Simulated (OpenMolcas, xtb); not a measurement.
# InCl3 (SMILES [Cl][In]([Cl])[Cl]): the energy, rung by rung

InCl3 has 4 atoms, charge 0, and is taken as a singlet. As SMILES, `[Cl][In]([Cl])[Cl]`. The shape is that of a PBE0-D4/def2-TZVP optimisation.

```xyz
4

Cl   -0.2029    0.5215    2.2136
In    0.0144   -0.0148   -0.0053
Cl    1.0159   -1.9852   -0.6153
Cl   -0.7720    1.4183   -1.6132
```

Quantity: the energy change with the In2–Cl3 bond stretched from 2.293 to 5.045 Å, in eV. The values are calculated.

```tsv
level	kind	program	value (eV)	less CCSD(T)/def2-SVP	CPU time (all runs)
GFN0-xTB	semi-empirical	xtb	1.05	-1.71	under 2 s
HF/def2-SVP (core potential) (restricted)	Hartree–Fock	OpenMolcas	5.81	+3.05	11 s
BLYP/def2-SVP (core potential) (restricted)	GGA	OpenMolcas	3.46	+0.70	65 s
revPBE/def2-SVP (core potential) (restricted)	GGA	OpenMolcas	3.60	+0.84	37 s
TPSS/def2-SVP (core potential) (restricted)	meta-GGA	OpenMolcas	3.86	+1.10	2.9 min
M06-2X/def2-SVP (core potential) (restricted)	hybrid meta-GGA	OpenMolcas	5.01	+2.25	46 s
B2PLYP/def2-SVP (core potential) (restricted)	double hybrid	OpenMolcas	4.09	+1.33	36 s
MP2/def2-SVP (core potential) (restricted)	perturbation theory	OpenMolcas	4.82	+2.06	9.5 s
CCSD(T)/def2-SVP (core potential) (restricted)	coupled cluster or CI	OpenMolcas	2.76	0.00	96 s
```

CCSD(T)/def2-SVP (core potential) (restricted) is the highest level here, not the true value. At this stretch a single reference begins to fail. The first shape isn't each level's own minimum. The values span 1.05 to 5.81 eV. In the correlated wave-function rows the outer d shell of In is correlated, in sets not made for it. Times are those of the runs behind each value, whatever else they computed, on shared processors of several kinds: orders of magnitude only.

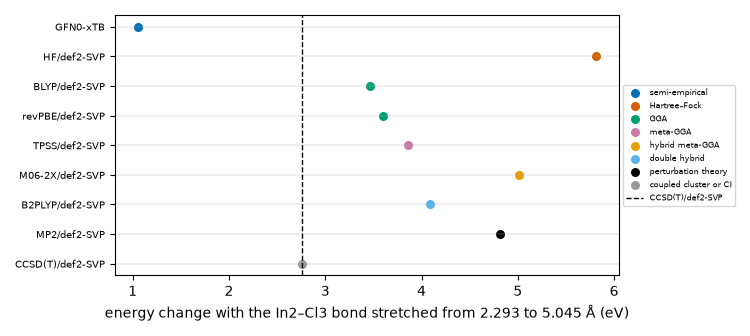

The values of the table, level by level.
